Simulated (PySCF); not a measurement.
**What a change does: NMR shielding calculation on C₆H₁₂O₂**

System: C₆H₁₂O₂ (isopropyl propionate), SMILES CCC(=O)OC(C)C.
Method of run A: GIAO PBE0/pcSseg-1 NMR shielding, non-relativistic, gas phase (PySCF 2.14.0).

The geometry comes from this level: GFN2-xTB. Text and figures count atoms from 1; the logs count them from 0 in places.

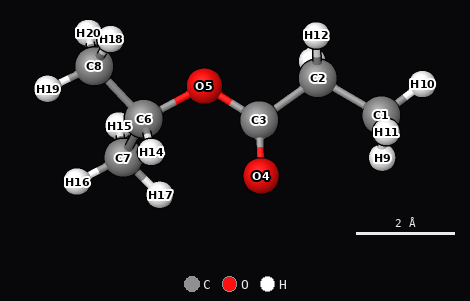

Figure 1. The structure as given in the input (ball-and-stick view, seen at a tilt; atoms are numbered from 1 in the order of the input). Bond lengths as drawn: C–C 1.51 to 1.53 Å, C–H 1.09 to 1.10 Å and C–O 1.20 to 1.44 Å.

## Input file, run A
```
{"job": {"kind": "nmr", "xc": "PBE0", "basis": "pcSseg-1"}, "charge": 0, "multiplicity": 1}
C      3.303019     0.587796    -0.276089
C      1.930050     0.508510    -0.927038
C      0.837529     0.249156     0.088291
O      1.000816     0.124779     1.273018
O     -0.349837     0.181341    -0.519422
C     -1.505599    -0.074151     0.297507
C     -1.641448    -1.573890     0.539097
C     -2.706483     0.500408    -0.439539
H      3.530358    -0.343322     0.236516
H      4.066657     0.774751    -1.026792
H      3.325525     1.388953     0.457857
H      1.687779     1.437849    -1.446865
H      1.892892    -0.294905    -1.665829
H     -1.357840     0.439231     1.256808
H     -1.725955    -2.095825    -0.411617
H     -2.526726    -1.773519     1.135946
H     -0.769420    -1.945482     1.071846
H     -2.569950     1.564843    -0.610866
H     -3.606962     0.347823     0.148188
H     -2.819554     0.006332    -1.401023
```

The first line tells a small driver script what to run in PySCF; the rest is the geometry in Å.

Launched with:
```bash
OMP_NUM_THREADS=1 python <driver script> task.json out
```

Hardware: 1 CPU thread, shared host.

## Output (run A)
```
coarse grid: 16128 points
cycle   1  E = -385.6128263921  dE =  9.904e-01  |g| = 9.232e-01  |ddm| = 3.746e+00
cycle   2  E = -385.3209076148  dE =  2.919e-01  |g| = 1.568e+00  |ddm| = 1.703e+00
cycle   3  E = -385.7635602552  dE = -4.427e-01  |g| = 2.842e-01  |ddm| = 1.242e+00
cycle   4  E = -385.7786249911  dE = -1.506e-02  |g| = 7.621e-02  |ddm| = 2.323e-01
cycle   5  E = -385.7794421841  dE = -8.172e-04  |g| = 2.859e-02  |ddm| = 5.307e-02
cycle   6  E = -385.7796102313  dE = -1.680e-04  |g| = 4.499e-03  |ddm| = 2.030e-02
cycle   7  E = -385.7796142513  dE = -4.020e-06  |g| = 1.108e-03  |ddm| = 3.906e-03
final grid: 154128 points
cycle   8  E = -385.8489046338  dE = -3.546e-05  |g| = 1.459e-02  |ddm| = 2.994e-02
cycle   9  E = -385.8488584228  dE =  4.621e-05  |g| = 2.161e-02  |ddm| = 2.337e-02
cycle  10  E = -385.8489455523  dE = -8.713e-05  |g| = 2.464e-03  |ddm| = 1.431e-02
cycle  11  E = -385.8489466778  dE = -1.126e-06  |g| = 4.775e-04  |ddm| = 1.693e-03
cycle  12  E = -385.8489467119  dE = -3.406e-08  |g| = 1.978e-04  |ddm| = 4.215e-04
cycle  13  E = -385.8489467194  dE = -7.502e-09  |g| = 3.011e-05  |ddm| = 1.583e-04
cycle  14  E = -385.8489467196  dE = -1.847e-10  |g| = 9.190e-06  |ddm| = 3.279e-05
converged SCF energy = -385.8489467196

GIAO shielding tensors (ppm)
atom      isotropic    diamagn.    paramagn.     s11        s22        s33       span
  0 C      176.328     244.286     -67.958    169.234    175.476    184.275     15.041
  1 C      155.646     250.756     -95.110    137.834    148.524    180.580     42.746
  2 C        7.163     253.467    -246.304    -91.758     44.765     68.483    160.241
  3 O      -93.813     404.690    -498.504   -396.885   -212.976    328.420    725.305
  4 O       98.594     406.468    -307.873    -70.054    177.944    187.893    257.948
  5 C      117.342     244.112    -126.770     81.105    113.777    157.145     76.041
  6 C      163.613     249.798     -86.185    144.582    158.783    187.474     42.892
  7 C      163.010     247.568     -84.558    145.715    156.552    186.764     41.049
  8 H       30.463      28.849       1.614     26.267     28.782     36.340     10.073
  9 H       30.866      26.138       4.729     26.168     28.278     38.154     11.986
 10 H       30.467      28.588       1.879     26.283     28.627     36.490     10.207
 11 H       29.341      31.587      -2.246     24.334     30.179     33.511      9.178
 12 H       29.411      32.046      -2.636     24.444     30.217     33.571      9.127
 13 H       26.606      33.382      -6.776     23.664     27.427     28.725      5.061
 14 H       30.766      31.625      -0.859     27.923     28.711     35.663      7.739
 15 H       30.810      30.176       0.634     26.721     28.198     37.511     10.790
 16 H       29.827      32.273      -2.446     24.814     29.757     34.910     10.097
 17 H       30.282      30.490      -0.208     26.051     28.053     36.743     10.692
 18 H       30.663      28.973       1.690     26.476     28.358     37.156     10.680
 19 H       30.364      30.539      -0.175     27.281     28.620     35.191      7.910
```

For run B the input was changed thus:
```diff
-"basis": "pcSseg-1"
+"basis": "STO-3G"
+"pop": true
+"scf": {"guess": "atom"
+"aux": "def2-universal-jkfit"}
```

How does run B compare with run A?

The total energy of run B is 3030.6 kcal/mol higher, which measures the change of basis and not a stability. The HOMO goes from −7.87 to −4.11 eV. The LUMO goes from 0.52 to 4.08 eV. The dipole moment goes from 1.85 to 1.36 D. Of all shieldings, the largest change is that of O5, by +131.3 ppm. The SCF takes 9 iterations against 14. The basis functions go from 196 to 52.

## Output (run B)
```
final grid: 154128 points
cycle   1  E = -380.9070602939  dE = -6.888e-01  |g| = 5.898e-01  |ddm| = 5.945e+00
cycle   2  E = -380.6171739514  dE =  2.899e-01  |g| = 1.254e+00  |ddm| = 2.020e+00
cycle   3  E = -381.0106586818  dE = -3.935e-01  |g| = 1.751e-01  |ddm| = 1.408e+00
cycle   4  E = -381.0187116332  dE = -8.053e-03  |g| = 4.857e-02  |ddm| = 2.570e-01
cycle   5  E = -381.0193739060  dE = -6.623e-04  |g| = 7.360e-03  |ddm| = 6.261e-02
cycle   6  E = -381.0193899478  dE = -1.604e-05  |g| = 7.466e-04  |ddm| = 1.020e-02
cycle   7  E = -381.0193901286  dE = -1.809e-07  |g| = 1.065e-04  |ddm| = 1.260e-03
cycle   8  E = -381.0193901329  dE = -4.225e-09  |g| = 3.530e-05  |ddm| = 2.103e-04
cycle   9  E = -381.0193901332  dE = -3.270e-10  |g| = 1.179e-05  |ddm| = 4.837e-05
converged SCF energy = -381.0193901332

GIAO shielding tensors (ppm)
atom      isotropic    diamagn.    paramagn.     s11        s22        s33       span
  0 C      218.423     242.074     -23.651    211.994    214.592    228.683     16.689
  1 C      207.598     247.711     -40.113    197.000    202.924    222.870     25.870
  2 C      119.547     262.116    -142.569     37.009    146.567    175.065    138.056
  3 O      -50.358     389.870    -440.229   -432.163   -147.167    428.254    860.417
  4 O      229.878     383.160    -153.282     74.901    292.541    322.192    247.291
  5 C      176.628     247.804     -71.176    148.485    172.678    208.722     60.238
  6 C      215.218     246.605     -31.387    206.117    208.978    230.560     24.442
  7 C      214.940     244.578     -29.638    205.809    208.115    230.897     25.087
  8 H       31.815      29.962       1.853     26.921     29.442     39.082     12.160
  9 H       32.036      27.626       4.411     26.555     28.788     40.766     14.212
 10 H       31.806      29.688       2.117     26.947     29.283     39.186     12.239
 11 H       30.984      32.477      -1.492     24.796     30.371     37.786     12.990
 12 H       31.017      32.832      -1.815     24.876     30.453     37.722     12.846
 13 H       29.520      34.196      -4.676     25.778     28.403     34.380      8.602
 14 H       32.025      32.005       0.020     27.592     29.026     39.457     11.865
 15 H       32.053      30.638       1.415     26.796     29.168     40.195     13.399
 16 H       31.854      32.712      -0.858     25.895     30.781     38.887     12.992
 17 H       31.681      30.852       0.829     25.989     29.092     39.961     13.972
 18 H       31.981      29.473       2.509     26.521     29.297     40.125     13.604
 19 H       31.674      30.826       0.848     27.013     29.150     38.858     11.845
```

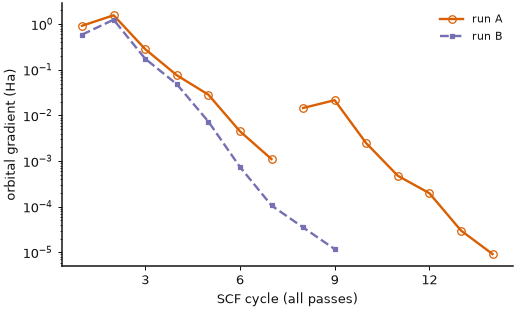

Figure 2. Convergence of the two runs: orbital gradient against the SCF cycle. A break in a curve parts two SCF passes (coarse and final grid). Run A takes 14 cycles in all, and run B takes 9.

## The two runs side by side

```tsv
quantity	run A	run B
outcome	converged	converged
total energy (hartree)	−385.848947	−381.019390
HOMO (eV)	−7.87	−4.11
LUMO (eV)	0.52	4.08
dipole moment (D)	1.85	1.36
shielding of C2 (ppm)	155.6	207.6
shielding of C3 (ppm)	7.2	119.5
shielding of O4 (ppm)	−93.8	−50.4
shielding of O5 (ppm)	98.6	229.9
shielding of C6 (ppm)	117.3	176.6
shielding of C7 (ppm)	163.6	215.2
shielding of C8 (ppm)	163.0	214.9
SCF iterations	14	9
basis functions	196	52
wall time (shared host)	81 s	19 s
```
